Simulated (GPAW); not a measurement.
Consider YCo3B2 (P6/mmm).

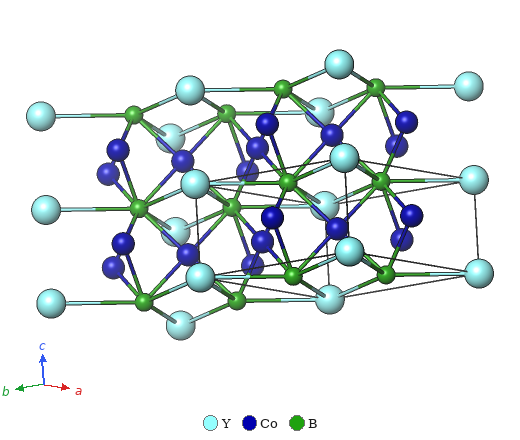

The structure (yttrium light teal, cobalt blue, boron green). 1×2×2 cells are drawn. Some periodic images of atoms are drawn too.

```xyz
6
Lattice="5.0330 0.0000 0.0000 -2.5165 4.3587 0.0000 0.0000 0.0000 3.0380" Properties=species:S:1:pos:R:3 pbc="T T T"
Y     0.0000    0.0000    0.0000
Co   -1.2583    2.1794    1.5190
Co    1.2583    2.1794    1.5190
Co    2.5165    0.0000    1.5190
B     2.5165    1.4529    0.0000
B     0.0000    2.9058    0.0000
```

Absorber: atom 2, with 4 B at 2.10 Å (square planar, site symmetry mmm). Method: GPAW, LDA, excited-electron core hole (neutral cell), 18-atom cell with 5.9 Å between holes, 3×3×3 k points, dipole transitions, Gaussian full width 1.33 eV up to 4 eV, rising linearly to 3.5 eV at 25 eV.

Q: Where do the maxima of the Co K edge fall?

Main maxima up to 30 eV above the zero (height): 1.3 eV (0.68), 6.9 eV (0.42), 11.5 eV (1.26), 16.3 eV (2.10) and 28.8 eV (1.72). A K edge sees empty p states, which here mix into the lowest empty bands, so that weight starts at the zero. The total-energy difference is 7688.83 eV. The tabulated edge of the element is 7709 eV. The functional leaves an error in such absolute values: in the free atom LDA prices this hole 16.9 eV below PBE (computed apart), and PBE is itself good to a few eV.

The Co K spectrum (energy from the lowest empty level; intensity scaled to a mean of 1 over the first 20 eV; polarised curves are means over the symmetry-equivalent atoms):

```
E (eV)  isotropic  ε ⊥ c  ε ∥ c
  -2.0       0.00   0.00   0.00
  -0.5       0.07   0.05   0.11
   1.0       0.65   0.55   0.85
   2.5       0.48   0.35   0.74
   4.0       0.32   0.27   0.40
   5.5       0.38   0.37   0.40
   7.0       0.42   0.46   0.36
   8.5       0.42   0.52   0.23
  10.0       0.94   1.15   0.50
  11.5       1.26   1.52   0.74
  13.0       1.21   1.31   1.03
  14.5       1.60   1.46   1.88
  16.0       2.08   1.85   2.55
  17.5       1.85   1.68   2.19
  19.0       1.49   1.55   1.39
  20.5       1.51   1.65   1.24
  22.0       1.35   1.38   1.29
  23.5       1.23   1.22   1.25
  25.0       1.37   1.32   1.49
  26.5       1.55   1.39   1.86
  28.0       1.69   1.49   2.09
  29.5       1.70   1.55   2.00
  31.0       1.50   1.41   1.67
```

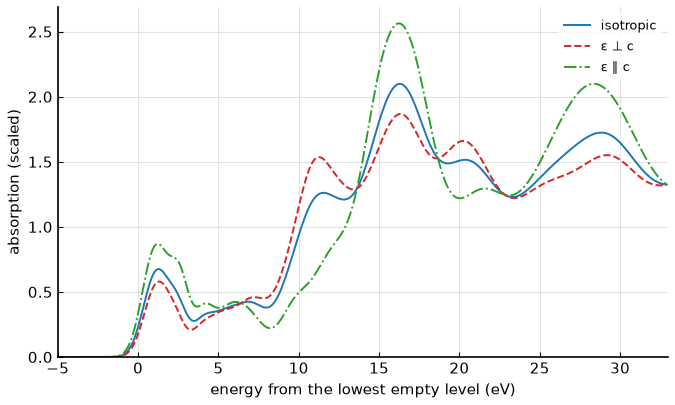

The Co K edge.

The hole lies in one spin channel, while the script sums the empty states of both and takes the lower zero; where the two channels are split, this blurs and shifts the curve. Quadrupole 1s→3d transitions, which feed the pre-edge, are not in the dipole spectrum. The starting moments shrank to 0.00 μB or less, so this is hardly a magnetic state. The holes are only 5.9 Å apart, so the shape is probably not converged with cell size; no larger cell was run here. The mesh is coarse (0.36 Å⁻¹ between points), so small maxima may be mesh ripples. Lifetime broadening is put in by hand, and intensities beyond about 20 eV depend on it and on the partial waves. The structure is a published determination, not relaxed.

[Banner, clock and machine lines of the logs are left out without a mark of their own.]

[Logs are printed without paths, hosts, clocks, repeated set-up lines and the standing remarks that a program may print on its own settings, such as how far it seeks lower states.]

[Hosts, paths, dates, database ids (printed as entryN), source tags and the programs' standing remarks are cut or masked in the printed files.]

[Lists of maxima count a maximum above −3 eV only where it reaches 4 % of the highest in the window and stands out from its surroundings by 2 % of it (1.5 % where it reaches 55 %); shoulders and weaker maxima are passed over, and of the rest the first, up to two pre-edge ones and the few strongest are named.]
